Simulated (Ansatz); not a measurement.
## Geometry relaxation of HfNH4O2F (part 1 of 2)

HfNH4O2F, computed with RKS PBE0/def2-SVP (Ansatz 0.2.0).

It belongs to a series of runs on one base structure; here: start relaxed. Figures and captions count atoms from 1; the log counts them from 0 in places.

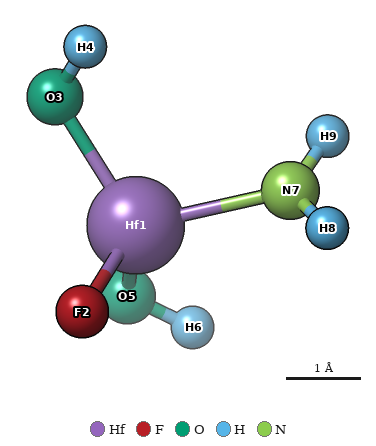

*The input geometry (ball-and-stick view, seen at a tilt; atoms are numbered from 1 in the order of the input). Sticks mark near contacts.*

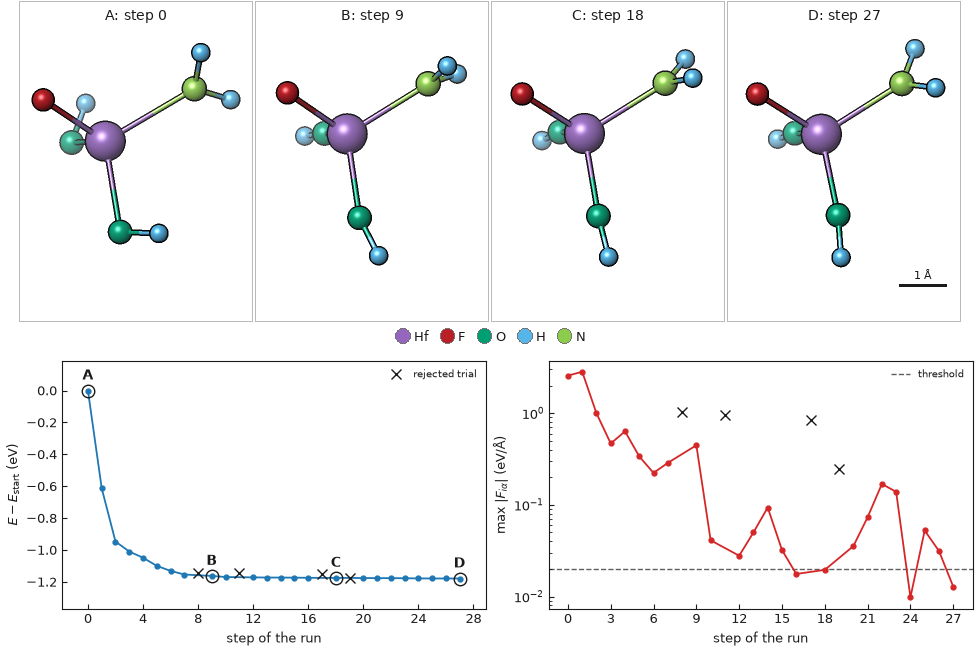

*Frames of the relaxation (ball-and-stick view, seen at a tilt) above the curves, on which the letters mark them (the first geometry is step 0 here and step 1 in the log).*

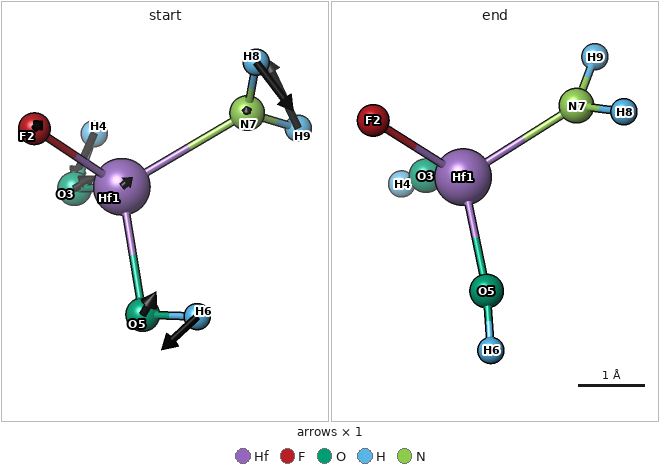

*Before (left) and after (right) the relaxation, at one scale (ball-and-stick view, seen at a tilt). The black arrows give the displacements, at true length.*

After 27 geometry steps the energy has fallen by 1.179 eV. Largest force component: 2.6 eV/Å at the start, 0.013 eV/Å at the end. The line search rejected the trial steps at points 8, 11, 17, 19 (counted from 0) and went back. The atom that moves furthest after the best rigid fit is H9 (1.20 Å). By element the largest moves are H 1.20 Å, O 0.44 Å, Hf 0.23 Å, F 0.21 Å, N 0.13 Å. Distances before and after: Hf1–N7 2.208 → 2.036 Å, Hf1–O3 2.070 → 1.927 Å, O3–H4 1.010 → 0.954 Å, Hf1–F2 1.980 → 1.932 Å. Among the angles that change: Hf1–O5–H6 109.5° → 171.3°, Hf1–O3–H4 109.5° → 169.9°, H8–N7–H9 120.0° → 108.2°. (Atoms are counted from 1 in the order of the input.)

The input that produced these results follows, with the program's output.

**The input**
```yaml
crystal:
  periodic: [false, false, false]
  atoms:
    - { symbol: Hf, position_ang: [0.0, 0.0, 0.0] }
    - { symbol: F, position_ang: [0.0, 0.0, 1.98] }
    - { symbol: O, position_ang: [1.952, 0.0, -0.6893] }
    - { symbol: H, position_ang: [2.2684, -0.9521, -0.806] }
    - { symbol: O, position_ang: [-0.975, 1.6891, -0.6893] }
    - { symbol: H, position_ang: [-1.9328, 1.4584, -0.9117] }
    - { symbol: "N", position_ang: [-1.0409, -1.8034, -0.7359] }
    - { symbol: H, position_ang: [-1.5759, -2.4197, -0.0595] }
    - { symbol: H, position_ang: [-1.0055, -2.0526, -1.7656] }
basis:
  gaussian: { orbitals: def2-SVP }
hamiltonian:
  xc: pbe0
relax:
  f_tol: 0.02
  max_steps: 40
```

Launch command:
```bash
ansatz run input.yaml --threads 2 --pin off --max-ram 3072MiB --backend cpu --events-out ev --progress --plain --runs-dir out
```

**What the program printed**
```
The last accepted step is kept in [file] (removed where the run ends without a failure and the disk answers)
Engine: ansatz 0.2.0, aarch64-unknown-linux-gnu
Functional definition: PBE0
  parameter a = 0.25
  parameter kappa = 0.804
  parameter beta = 0.06672455060314922
  exchange = (1 - a)*pbe_x(kappa = kappa, mu = beta*pi^2/3) + a*exact_x
  correlation = pbe_c(beta = beta)
1137 factors; integrals over basis functions are off by at most 4.9e-4 eV
mean field evaluation 1: about -9646.2705 eV, gradient 9.4e1 eV
mean field evaluation 2: about -9553.7738 eV, gradient 2.3e2 eV
mean field evaluation 4: about -9662.8060 eV, gradient 1.0e1 eV
mean field evaluation 8: about -9663.0553 eV, gradient 4.2e-1 eV
mean field evaluation 16: about -9663.0557 eV, gradient 4.1e-5 eV
mean field -9663.05572001 eV, -355.1107478559 hartree, gradient 4.1e-5 eV, S^2 0.000000; 0 other end points of the search recorded, 0 dependent functions left out
the calculation of the forces begins
reference -9663.05578104 eV, -355.1107500987 hartree; 24, 24 occupied and 84, 84 virtual orbitals, 1137 factors
relax step   1: F+E_penalty+E_count = -9663.05572001 eV  Δ(F+E_penalty+E_count) = +0.000e0 eV  max|allowed force component| = 2.573e0 eV/Å  Δτ_max = 0.0000 Å  (28 SCF iters, accepted)
these checks for a lower state are left out or cut short: starts, cluster_reference, orbital_swaps, neighbouring_geometries, increment
1137 factors; integrals over basis functions are off by at most 4.4e-4 eV
mean field -9663.66885859 eV, -355.1332802832 hartree, gradient 8.2e-6 eV, S^2 0.000000; 0 other end points of the search recorded, 0 dependent functions left out
[... from here on the field's lines of each further geometry are left out, up to the last ...]
relax step   2: F+E_penalty+E_count = -9663.66885859 eV  Δ(F+E_penalty+E_count) = -6.131e-1 eV  max|allowed force component| = 2.832e0 eV/Å  Δτ_max = 0.1964 Å  (35 SCF iters, accepted)
relax step   3: F+E_penalty+E_count = -9664.00238659 eV  Δ(F+E_penalty+E_count) = -3.335e-1 eV  max|allowed force component| = 9.979e-1 eV/Å  Δτ_max = 0.1141 Å  (37 SCF iters, accepted)
relax step   4: F+E_penalty+E_count = -9664.06536313 eV  Δ(F+E_penalty+E_count) = -6.298e-2 eV  max|allowed force component| = 4.676e-1 eV/Å  Δτ_max = 0.0971 Å  (29 SCF iters, accepted)
relax step   5: F+E_penalty+E_count = -9664.10405346 eV  Δ(F+E_penalty+E_count) = -3.869e-2 eV  max|allowed force component| = 6.338e-1 eV/Å  Δτ_max = 0.1636 Å  (29 SCF iters, accepted)
relax step   6: F+E_penalty+E_count = -9664.15510135 eV  Δ(F+E_penalty+E_count) = -5.105e-2 eV  max|allowed force component| = 3.375e-1 eV/Å  Δτ_max = 0.2000 Å  (36 SCF iters, accepted)
relax step   7: F+E_penalty+E_count = -9664.18678398 eV  Δ(F+E_penalty+E_count) = -3.168e-2 eV  max|allowed force component| = 2.230e-1 eV/Å  Δτ_max = 0.1658 Å  (35 SCF iters, accepted)
relax step   8: F+E_penalty+E_count = -9664.20938894 eV  Δ(F+E_penalty+E_count) = -2.260e-2 eV  max|allowed force component| = 2.875e-1 eV/Å  Δτ_max = 0.2000 Å  (29 SCF iters, accepted)
relax step   9: F+E_penalty+E_count = -9664.19901940 eV  Δ(F+E_penalty+E_count) = +1.037e-2 eV  max|allowed force component| = 1.022e0 eV/Å  Δτ_max = 0.1364 Å  (35 SCF iters, rejected (line search))
relax step  10: F+E_penalty+E_count = -9664.21833612 eV  Δ(F+E_penalty+E_count) = -8.947e-3 eV  max|allowed force component| = 4.468e-1 eV/Å  Δτ_max = 0.0665 Å  (30 SCF iters, accepted)
relax step  11: F+E_penalty+E_count = -9664.22510668 eV  Δ(F+E_penalty+E_count) = -6.771e-3 eV  max|allowed force component| = 4.108e-2 eV/Å  Δτ_max = 0.0993 Å  (30 SCF iters, accepted)
relax step  12: F+E_penalty+E_count = -9664.20288749 eV  Δ(F+E_penalty+E_count) = +2.222e-2 eV  max|allowed force component| = 9.565e-1 eV/Å  Δτ_max = 0.1476 Å  (30 SCF iters, rejected (line search))
relax step  13: F+E_penalty+E_count = -9664.22739616 eV  Δ(F+E_penalty+E_count) = -2.289e-3 eV  max|allowed force component| = 2.788e-2 eV/Å  Δτ_max = 0.0733 Å  (30 SCF iters, accepted)
relax step  14: F+E_penalty+E_count = -9664.22826720 eV  Δ(F+E_penalty+E_count) = -8.710e-4 eV  max|allowed force component| = 5.003e-2 eV/Å  Δτ_max = 0.0750 Å  (30 SCF iters, accepted)
relax step  15: F+E_penalty+E_count = -9664.22863083 eV  Δ(F+E_penalty+E_count) = -3.636e-4 eV  max|allowed force component| = 9.360e-2 eV/Å  Δτ_max = 0.0307 Å  (32 SCF iters, accepted)
relax step  16: F+E_penalty+E_count = -9664.22898362 eV  Δ(F+E_penalty+E_count) = -3.528e-4 eV  max|allowed force component| = 3.219e-2 eV/Å  Δτ_max = 0.0162 Å  (32 SCF iters, accepted)
relax step  17: F+E_penalty+E_count = -9664.23013687 eV  Δ(F+E_penalty+E_count) = -1.153e-3 eV  max|allowed force component| = 1.763e-2 eV/Å  Δτ_max = 0.0539 Å  (30 SCF iters, accepted)
relax step  18: F+E_penalty+E_count = -9664.20791913 eV  Δ(F+E_penalty+E_count) = +2.222e-2 eV  max|allowed force component| = 8.538e-1 eV/Å  Δτ_max = 0.1956 Å  (29 SCF iters, rejected (line search))
relax step  19: F+E_penalty+E_count = -9664.23068058 eV  Δ(F+E_penalty+E_count) = -5.437e-4 eV  max|allowed force component| = 1.955e-2 eV/Å  Δτ_max = 0.0315 Å  (31 SCF iters, accepted)
relax step  20: F+E_penalty+E_count = -9664.23051084 eV  Δ(F+E_penalty+E_count) = +1.697e-4 eV  max|allowed force component| = 2.453e-1 eV/Å  Δτ_max = 0.0976 Å  (30 SCF iters, rejected (line search))
relax step  21: F+E_penalty+E_count = -9664.23144436 eV  Δ(F+E_penalty+E_count) = -7.638e-4 eV  max|allowed force component| = 3.545e-2 eV/Å  Δτ_max = 0.0470 Å  (30 SCF iters, accepted)
relax step  22: F+E_penalty+E_count = -9664.23205102 eV  Δ(F+E_penalty+E_count) = -6.067e-4 eV  max|allowed force component| = 7.330e-2 eV/Å  Δτ_max = 0.0480 Å  (30 SCF iters, accepted)
relax step  23: F+E_penalty+E_count = -9664.23221064 eV  Δ(F+E_penalty+E_count) = -1.596e-4 eV  max|allowed force component| = 1.691e-1 eV/Å  Δτ_max = 0.0528 Å  (30 SCF iters, accepted)
relax step  24: F+E_penalty+E_count = -9664.23269024 eV  Δ(F+E_penalty+E_count) = -4.796e-4 eV  max|allowed force component| = 1.388e-1 eV/Å  Δτ_max = 0.0235 Å  (33 SCF iters, accepted)
relax step  25: F+E_penalty+E_count = -9664.23395370 eV  Δ(F+E_penalty+E_count) = -1.263e-3 eV  max|allowed force component| = 9.810e-3 eV/Å  Δτ_max = 0.0471 Å  (30 SCF iters, accepted)
relax step  26: F+E_penalty+E_count = -9664.23421502 eV  Δ(F+E_penalty+E_count) = -2.613e-4 eV  max|allowed force component| = 5.255e-2 eV/Å  Δτ_max = 0.0525 Å  (30 SCF iters, accepted)
relax step  27: F+E_penalty+E_count = -9664.23434778 eV  Δ(F+E_penalty+E_count) = -1.328e-4 eV  max|allowed force component| = 3.141e-2 eV/Å  Δτ_max = 0.0043 Å  (32 SCF iters, accepted)
the calculation of the forces begins
reference -9664.23453318 eV, -355.1540684408 hartree; 24, 24 occupied and 84, 84 virtual orbitals, 1137 factors
relax step  28: F+E_penalty+E_count = -9664.23447441 eV  Δ(F+E_penalty+E_count) = -1.266e-4 eV  max|allowed force component| = 1.284e-2 eV/Å  Δτ_max = 0.0199 Å  (31 SCF iters, accepted)
1137 factors; integrals over basis functions are off by at most 5.7e-4 eV
mean field evaluation 224: about -9664.2345 eV, gradient 1.0e-1 eV
mean field -9664.23447441 eV, -355.1540662812 hartree, gradient 1.3e-5 eV, S^2 0.000000; 1 other end points of the search recorded, 0 dependent functions left out
the calculation of the forces begins
reference -9664.23453318 eV, -355.1540684408 hartree; 24, 24 occupied and 84, 84 virtual orbitals, 1137 factors
Total energy: -9664.23453318 eV, -355.1540684408 hartree
Atom 0 at    -0.090722    -0.203141    -0.040587 Å, force     0.009002     0.012844     0.002067 eV/Å
Atom 1 at     0.040704    -0.193309     1.886957 Å, force    -0.001082    -0.002869     0.001066 eV/Å
Atom 2 at     1.688633    -0.298305    -0.772956 Å, force    -0.001650     0.000197    -0.001081 eV/Å
Atom 3 at     2.573191    -0.178887    -1.110660 Å, force    -0.001332     0.000832     0.000386 eV/Å
Atom 4 at    -1.161988     1.307423    -0.571467 Å, force    -0.000697    -0.000234    -0.001314 eV/Å
Atom 5 at    -1.569007     2.131620    -0.827421 Å, force     0.001498    -0.000151     0.000455 eV/Å
Atom 6 at    -1.071754    -1.884642    -0.636609 Å, force    -0.004417    -0.007503    -0.001891 eV/Å
Atom 7 at    -2.079837    -1.989092    -0.723264 Å, force    -0.001113    -0.000541    -0.001139 eV/Å
Atom 8 at    -0.638920    -2.771967    -0.881293 Å, force    -0.000208    -0.002575     0.001451 eV/Å
Dipole moment:     0.022619     0.109145    -0.555692 e Å
```

**Trajectory as extended XYZ (Å, eV, eV/Å), 28 frames, from step=1 to step=28**
```
9
Properties=species:S:1:pos:R:3:forces:R:3 step=1 energy=-9663.05572
Hf    0.0000    0.0000    0.0000   -0.0128  -0.1441  -0.6503
F     0.0000    0.0000    1.9800   -0.0913  -0.1081  -1.6439
O     1.9520    0.0000   -0.6893   -1.7606  -2.0555   0.4953
H     2.2684   -0.9521   -0.8060   -0.3412   1.9071   0.1584
O    -0.9750    1.6891   -0.6893   -0.8814  -2.5727   0.3181
H    -1.9328    1.4584   -0.9117    1.7885   0.7161   0.3362
N    -1.0409   -1.8034   -0.7359    0.9967   1.7445   0.7830
H    -1.5759   -2.4197   -0.0595    0.7641   0.6318  -1.7085
H    -1.0055   -2.0526   -1.7656   -0.4620  -0.1193   1.9116
9
Properties=species:S:1:pos:R:3:forces:R:3 step=2 energy=-9663.66886
Hf   -0.0393   -0.0749   -0.0512    1.4346   2.5882   1.4445
F    -0.0695   -0.1090    1.8577   -0.0830  -0.1579   0.6311
O     1.7735   -0.0618   -0.7245    1.5329  -1.7779  -0.4478
H     2.2601   -0.9309   -0.7781   -0.5115   1.5532  -0.0273
O    -0.9384    1.5140   -0.6930   -2.0239   0.3145  -0.6785
H    -1.9030    1.4543   -0.9162    1.3494   0.4091   0.2109
N    -0.9509   -1.6449   -0.6626   -1.6472  -2.8319  -1.0792
H    -1.4668   -2.2983   -0.0590    0.1467   0.0918  -0.5661
H    -0.9753   -1.9289   -1.6505   -0.1982  -0.1891   0.5124
9
Properties=species:S:1:pos:R:3:forces:R:3 step=3 energy=-9664.00239
Hf   -0.0238   -0.0486   -0.0248    0.3189   0.6677   0.0854
F    -0.0765   -0.1425    1.8979   -0.0060  -0.0466   0.0222
O     1.7999   -0.0624   -0.7612    0.3109  -0.9979   0.1230
H     2.3557   -0.8709   -0.7619   -0.3462   0.8911  -0.0962
O    -0.9502    1.5441   -0.7107   -0.7444  -0.3505  -0.1050
H    -1.8973    1.5454   -0.9453    0.6929   0.2323   0.1041
N    -0.9870   -1.6985   -0.6623   -0.1728  -0.2871  -0.1181
H    -1.4810   -2.3645   -0.0681    0.0196   0.0016  -0.2047
H    -1.0495   -1.9824   -1.6409   -0.0728  -0.1108   0.1892
9
Properties=species:S:1:pos:R:3:forces:R:3 step=4 energy=-9664.06536
Hf   -0.0304   -0.0456   -0.0096    0.0848   0.0813  -0.1585
F    -0.0939   -0.1834    1.9119   -0.0013   0.0311  -0.0343
O     1.7869   -0.0673   -0.7573   -0.0515  -0.4676   0.1189
H     2.3972   -0.8170   -0.8139   -0.1083   0.4083  -0.0306
O    -0.9510    1.5412   -0.7076   -0.3110  -0.2757   0.0348
H    -1.8763    1.6370   -0.9699    0.3247   0.1423   0.0396
N    -1.0053   -1.7161   -0.6499    0.1456   0.1220  -0.0723
H    -1.5202   -2.3725   -0.0705   -0.0523  -0.0494   0.0410
H    -1.0167   -2.0566   -1.6105   -0.0306   0.0075   0.0614
9
Properties=species:S:1:pos:R:3:forces:R:3 step=5 energy=-9664.10405
Hf   -0.0375   -0.0788   -0.0189   -0.0078  -0.0476  -0.0914
F    -0.1011   -0.2042    1.9037    0.0139   0.0271  -0.0492
O     1.7634   -0.0869   -0.7767    0.5357  -0.6338   0.0925
H     2.5167   -0.7065   -0.7975   -0.6064   0.6137  -0.0354
O    -0.9548    1.5057   -0.6988   -0.5527  -0.0557  -0.1053
H    -1.8472    1.7472   -0.9906    0.5648  -0.0377   0.1527
N    -0.9973   -1.7698   -0.6377   -0.0832   0.0074  -0.2147
H    -1.5602   -2.3899   -0.0590    0.0303   0.0315   0.0807
H    -1.0915   -2.0972   -1.6019    0.1053   0.0951   0.1702
9
Properties=species:S:1:pos:R:3:forces:R:3 step=6 energy=-9664.15510
Hf   -0.0576   -0.1308    0.0284   -0.0907   0.0731  -0.1784
F    -0.0915   -0.1953    1.9507   -0.0128   0.0160   0.1146
O     1.7132   -0.1416   -0.7586    0.3375  -0.2960  -0.0339
H     2.5650   -0.5591   -0.9238   -0.3069   0.2318   0.0427
O    -0.9876    1.4252   -0.6580   -0.2820   0.1500  -0.0539
H    -1.7492    1.8585   -1.0550    0.2981  -0.1323   0.1354
N    -1.0354   -1.8016   -0.5969    0.0062  -0.0985  -0.1024
H    -1.7004   -2.3974   -0.1069    0.0657   0.0805   0.0226
H    -0.9660   -2.1381   -1.5570   -0.0152  -0.0247   0.0533
9
Properties=species:S:1:pos:R:3:forces:R:3 step=7 energy=-9664.18678
Hf   -0.0751   -0.1566    0.0131    0.1052  -0.0610   0.0812
F    -0.1266   -0.1587    1.9350    0.0413  -0.0730   0.1128
O     1.6804   -0.2541   -0.7880   -0.0893   0.0003   0.0452
H     2.6016   -0.4073   -0.9796    0.0645   0.0557  -0.0435
O    -1.0360    1.4314   -0.5230   -0.0895   0.1140  -0.2230
H    -1.6449    1.9166   -1.0788    0.0345   0.0173   0.0585
N    -1.0370   -1.8351   -0.6099   -0.0962  -0.0611  -0.0340
H    -1.7826   -2.3378   -0.1326    0.0004   0.0540  -0.0030
H    -0.8895   -2.2787   -1.5135    0.0291  -0.0462   0.0058
```
